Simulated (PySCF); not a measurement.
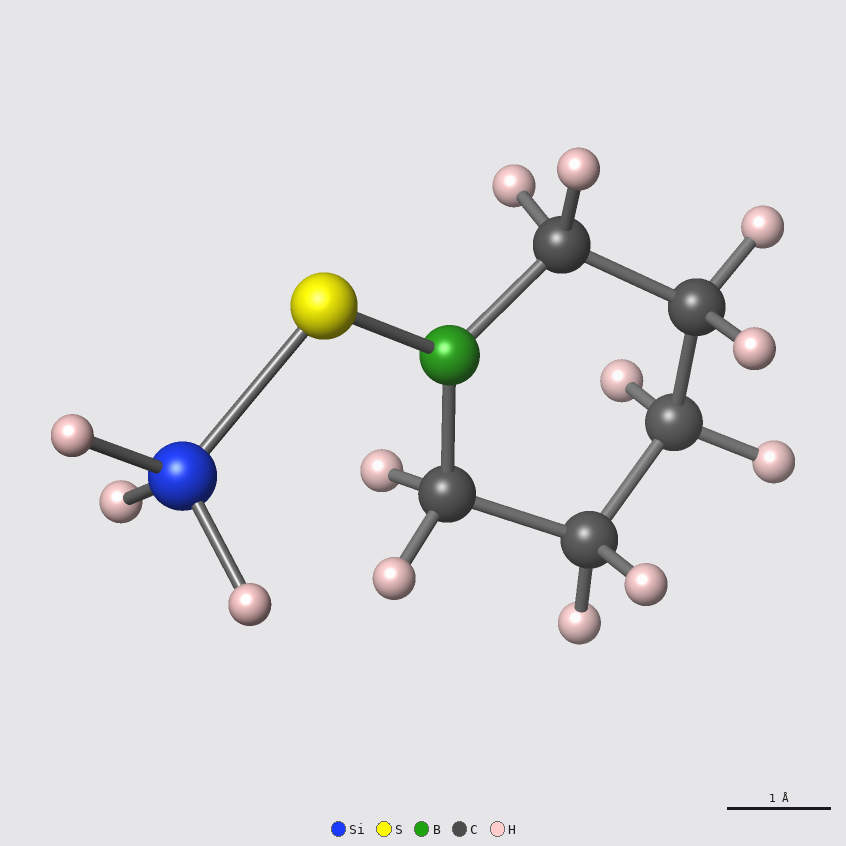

Ball-and-stick drawing of a structure. Every bond is drawn as one stick, whatever its order.

The computed structure is the end point of a PBE0-D3(BJ)/def2-SVP optimisation. No frequency run is at hand to confirm it as a minimum.

What does the picture show?

The molecule is C5H13BSSi. As SMILES it reads `[SiH3]SB1CCCCC1`. Independent rings (smallest set): 1 of 6 members. Among its groups: Si–H bond. The point group is C1. Coordination: 1 Si tetrahedral; 1 S bent; 1 B trigonal planar; 5 C tetrahedral.

More results for the same structure follow; atom numbers are the same in all pictures, views and colours differ.

## Dipole moment

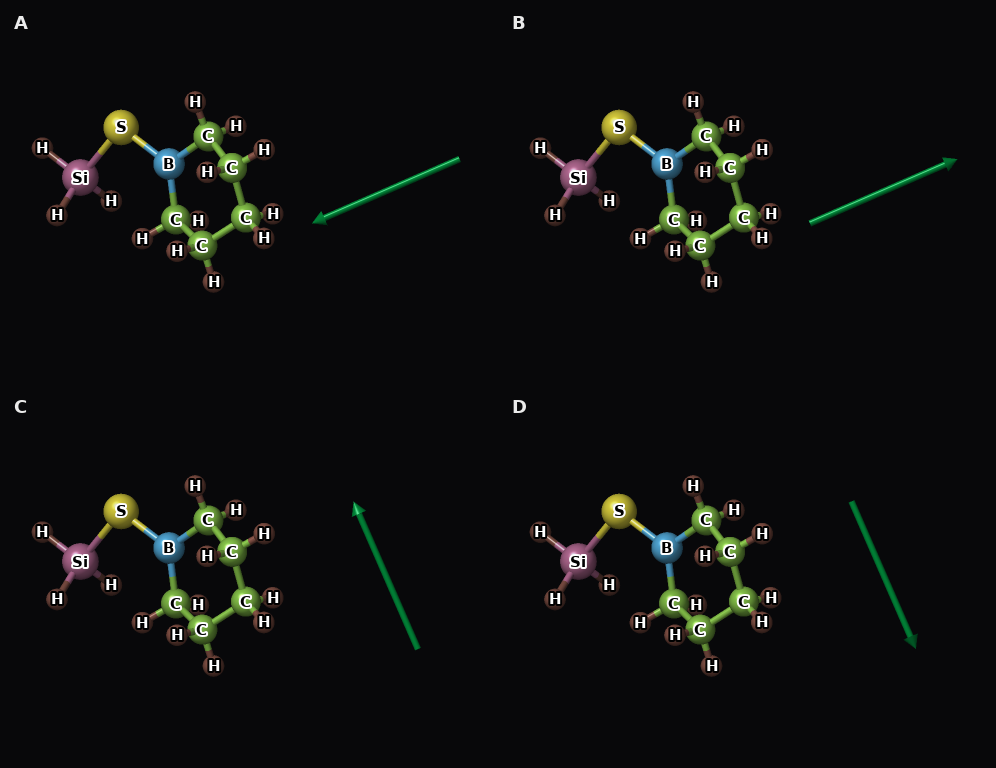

The same molecule four times, each with an arrow. No frequency run is at hand to confirm it as a minimum. Properties computed with HF/pcSseg-1, gas phase (PySCF 2.14.0).

> Which arrow points along the dipole moment, from the negative to the positive end?

D. The dipole moment is 1.73 D.

## NMR shielding

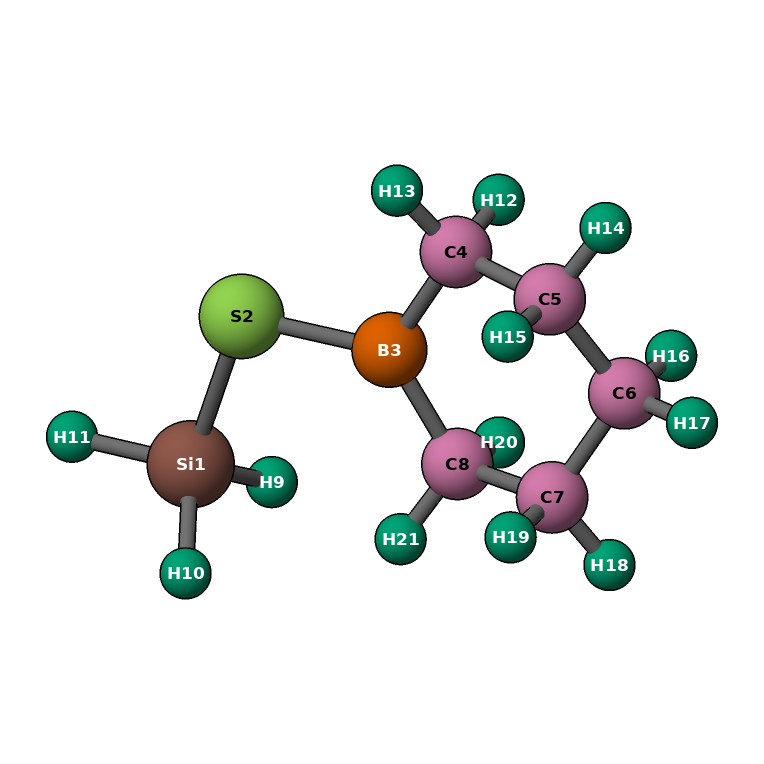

No frequency run is at hand to confirm it as a minimum. Properties computed with GIAO PBE0/pcSseg-1 NMR shielding, non-relativistic, gas phase (PySCF 2.14.0). Principal shieldings σ11 ≤ σ22 ≤ σ33, span Ω = σ33 − σ11, skew κ = 3(σiso − σ22)/Ω.

Give the shielding tensors of the S atoms.

| atom | σ11 | σ22 | σ33 | σiso | Ω | κ |
| --- | --- | --- | --- | --- | --- | --- |
| S2 | 347.8 | 699.1 | 742.4 | 596.5 | 394.6 | −0.78 |

Shieldings and span in ppm.

## Bond orders

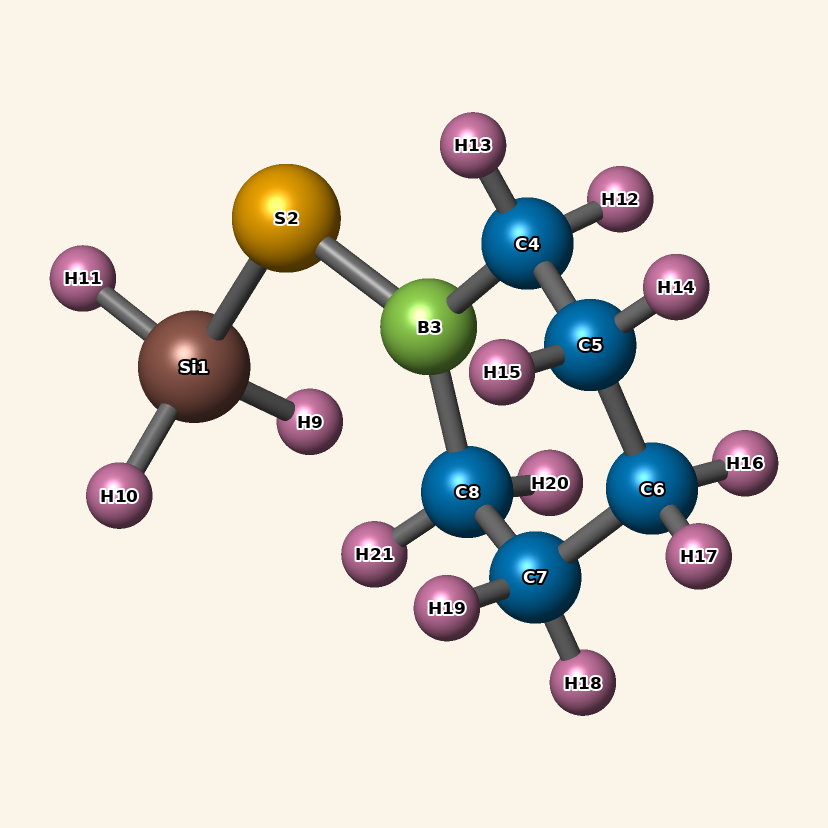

The thickness of each stick grows with its Mayer bond order. No frequency run is at hand to confirm it as a minimum. Computed with PBE0/pcSseg-1 (PySCF 2.14.0).

List the Mayer bond orders of Si1–S2, S2–B3, B3–C4, B3–C8, C4–C5, C5–C6, C6–C7, C7–C8 (bonds between heavy atoms, one of each equivalent set).

| bond | Mayer order | length (Å) |
| --- | --- | --- |
| Si1–S2 | 0.94 | 2.156 |
| S2–B3 | 1.18 | 1.814 |
| B3–C4 | 1.00 | 1.575 |
| B3–C8 | 0.98 | 1.574 |
| C4–C5 | 1.05 | 1.531 |
| C5–C6 | 1.03 | 1.525 |
| C6–C7 | 1.04 | 1.525 |
| C7–C8 | 1.05 | 1.533 |
